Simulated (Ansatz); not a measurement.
# A ladder of methods for CH2F2 (difluoromethane)

The species is CH2F2 (5 atoms), meant as a singlet with charge 0. As SMILES, `FCF`. The coordinates come from a PBE0-D4/def2-TZVP relaxation.

```
atom    x (Å)    y (Å)    z (Å)
   F  -1.0733   0.1912   0.6983
   C   0.0101  -0.0169  -0.0823
   F   1.0905  -0.1792   0.7132
   H  -0.1427  -0.9329  -0.6595
   H   0.1653   0.8642  -0.7111
```

Quantity: the energy change with the C2–H5 bond stretched from 1.094 to 1.640 Å, in eV. The values are calculated.

| level | kind | program | value (eV) | less FCI/STO-3G | CPU time (all runs) |
| --- | --- | --- | --- | --- | --- |
| SVWN5/STO-3G (restricted) | LDA | Ansatz | 1.74 | -0.13 | 0.96 s |
| BLYP/STO-3G (restricted) | GGA | Ansatz | 1.52 | -0.35 | 1.5 s |
| revPBE/STO-3G (restricted) | GGA | Ansatz | 1.57 | -0.30 | 1.5 s |
| r2SCAN/STO-3G (restricted) | meta-GGA | Ansatz | 1.84 | -0.03 | 3.4 s |
| BHLYP/STO-3G (restricted) | global hybrid | Ansatz | 2.38 | +0.51 | 1.4 s |
| r2SCAN0/STO-3G (restricted) | hybrid meta-GGA | Ansatz | 2.19 | +0.32 | 3.4 s |
| B2PLYP/STO-3G (restricted) | double hybrid | Ansatz | 2.10 | +0.23 | 2 s |
| MP2/STO-3G (restricted) | perturbation theory | Ansatz | 2.28 | +0.41 | 0.13 s |
| BCCD(T)/STO-3G (restricted) | coupled cluster or CI | Ansatz | 1.89 | +0.02 | 0.26 s |
| FCI/STO-3G | exact in the basis | Ansatz | 1.87 | 0.00 | 5.2 s |

FCI/STO-3G is exact within its basis and frozen core, so for wave-function methods in that basis the difference is their error; functionals converge differently with the basis, so for them it is only a difference. The first shape isn't each level's own minimum. The values span 1.52 to 2.38 eV. All rows use very small basis sets, so even the best lies far from the true value. CPU times are rough (shared hosts, several kinds of processor): they show what a rung costs within a factor of a few.

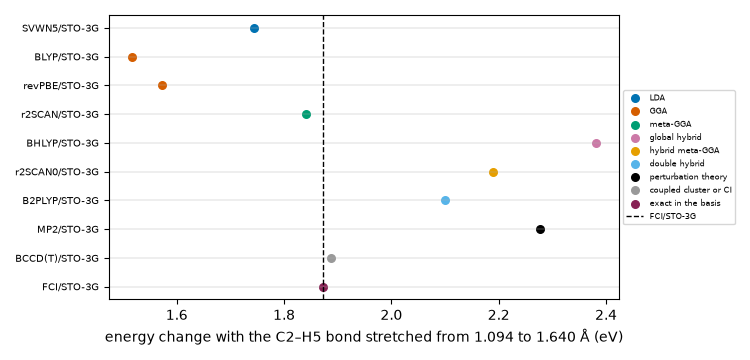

The values of the table, level by level.
